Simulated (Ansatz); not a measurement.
# WHClF5: frequency calculation

WHClF5, multiplicity 2, computed with UKS PBE/def2-SVP (Ansatz 0.2.0).

It belongs to a series of runs on one base structure; here: vibrations at the highest image of the band.

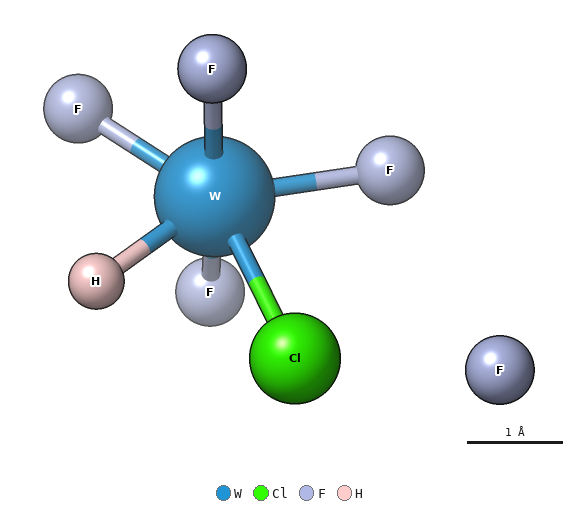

**Figure 1.** The structure as given in the input (ball-and-stick view, seen at a tilt). Sticks mark near contacts. Bond lengths as drawn: Cl–W 2.36 Å, F–W 1.85 to 1.88 Å and H–W 1.72 Å.

## The input
```yaml
crystal:
  periodic: [false, false, false]
  atoms:
    - { symbol: W, position_ang: [0.002697, 0.069589, 0.064407] }
    - { symbol: Cl, position_ang: [-0.011921, -0.832506, 2.240844] }
    - { symbol: F, position_ang: [1.845175, 0.179835, -0.101885] }
    - { symbol: F, position_ang: [-0.003865, 1.653432, 1.077347] }
    - { symbol: F, position_ang: [-1.83407, 0.21049, -0.138942] }
    - { symbol: H, position_ang: [-0.031492, -1.64723, 0.062272] }
    - { symbol: F, position_ang: [0.020238, -0.148883, -1.790817] }
    - { symbol: F, position_ang: [0.013239, 0.645274, 3.816773] }
magnetization:
  spin_polarized: true
  initial_magnetization: 1
basis:
  gaussian: { orbitals: def2-SVP }
hamiltonian:
  xc: pbe
phonons: {}
```

Run on 4 threads of AMD EPYC (Zen 3), 24 GiB of memory available, shared host.

Launched with:
```bash
ansatz run input.yaml --threads 4 --pin off --max-ram 5120MiB --backend cpu --events-out ev --progress --plain --runs-dir out
```

## Log
```
Engine: ansatz 0.2.0, x86_64-unknown-linux-gnu
Functional definition: PBE
  parameter kappa = 0.804
  parameter beta = 0.06672455060314922
  exchange = pbe_x(kappa = kappa, mu = beta*pi^2/3)
  correlation = pbe_c(beta = beta)
1300 factors; their error is unknown
mean field evaluation 1: about -27906.6076 eV, gradient 6.0e1 eV
mean field evaluation 2: about -27439.8350 eV, gradient 2.3e2 eV
mean field evaluation 4: about -27919.5744 eV, gradient 1.3e1 eV
mean field evaluation 8: about -27920.5948 eV, gradient 3.5e0 eV
mean field evaluation 16: about -27920.5754 eV, gradient 8.3e-2 eV
mean field evaluation 32: about -27917.5452 eV, gradient 1.7e1 eV
mean field evaluation 64: about -27898.5970 eV, gradient 4.4e1 eV
mean field -27920.57543471 eV, -1026.0622219798 hartree, gradient 1.2e-5 eV, S^2 0.754579; 6 other end points of the search recorded, 0 dependent functions left out
the calculation of the forces begins
reference -27920.57550356 eV, -1026.0622245099 hartree; 39, 38 occupied and 86, 87 virtual orbitals, 1300 factors
these checks for a lower state are left out or cut short: stability, starts, cluster_reference, orbital_swaps, neighbouring_geometries, increment
1300 factors; their error is unknown
mean field evaluation 96: about -27920.6580 eV, gradient 2.0e0 eV
mean field -27920.57527524 eV, -1026.0622161193 hartree, gradient 2.0e-6 eV, S^2 0.754579; 0 other end points of the search recorded, 0 dependent functions left out
[... from here on the field's lines of each further geometry are left out, up to the last ...]
the calculation of the forces begins
reference -27920.57547049 eV, -1026.0622232948 hartree; 39, 38 occupied and 86, 87 virtual orbitals, 1300 factors
these checks for a lower state are left out or cut short: stability, starts, cluster_reference, orbital_swaps, neighbouring_geometries, increment
1300 factors; their error is unknown
mean field -27920.57545135 eV, -1026.0622225913 hartree, gradient 3.0e-6 eV, S^2 0.754589; 0 other end points of the search recorded, 0 dependent functions left out
the calculation of the forces begins
reference -27920.57552020 eV, -1026.0622251215 hartree; 39, 38 occupied and 86, 87 virtual orbitals, 1300 factors
WARN: phonons: modes at or below zero, which the zero-point energy, F, S and C_V leave out: 2, the lowest at -176.65 cm⁻¹. A minimum has none, and a first-order saddle one
Total energy: -27920.57550356 eV, -1026.0622245099 hartree
Atom 0 at     0.002697     0.069589     0.064407 Å, force     0.013030    -0.007263     0.011079 eV/Å
Atom 1 at    -0.011921    -0.832506     2.240844 Å, force     0.006970     0.002238     0.005491 eV/Å
Atom 2 at     1.845175     0.179835    -0.101885 Å, force     0.008135     0.000827    -0.003452 eV/Å
Atom 3 at    -0.003865     1.653432     1.077347 Å, force    -0.011266     0.008831    -0.006715 eV/Å
Atom 4 at    -1.834070     0.210490    -0.138942 Å, force    -0.010134     0.003962    -0.003366 eV/Å
Atom 5 at    -0.031492    -1.647230     0.062272 Å, force    -0.011150     0.002233     0.005411 eV/Å
Atom 6 at     0.020238    -0.148883    -1.790817 Å, force     0.003840     0.000719     0.001500 eV/Å
Atom 7 at     0.013239     0.645274     3.816773 Å, force     0.000575    -0.011546    -0.009948 eV/Å
Dipole moment:    -0.000687    -0.238112    -0.579464 e Å
Vibrations: -176.65 -17.06 61.23 82.56 173.63 182.47 197.18 227.70 285.48 310.65 342.84 418.64 644.35 678.44 711.31 712.80 910.78 1990.23 cm⁻¹, zero-point energy 0.491616 eV
```

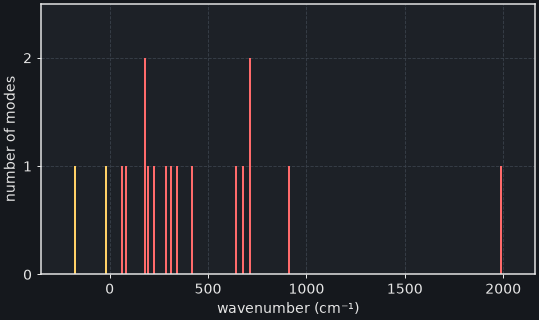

**Figure 2.** Harmonic vibrational wavenumbers from the force constants; neighbouring modes closer than 10 cm⁻¹ are counted in one stick, and imaginary ones are drawn at negative wavenumbers. 18 modes from 177i to 1990 cm⁻¹, 2 imaginary beyond 8i (177i, 17i cm⁻¹): not a minimum.

## Results in brief

- outcome: converged
- total energy: −27920.5755 eV
- mean-field energy: −27920.5755 eV
- ⟨S²⟩: 0.755
- largest force (length of the vector): 0.019 eV/Å
- wall time: 70 s (CPU time 4.3 min)
- peak memory: 0.28 GiB
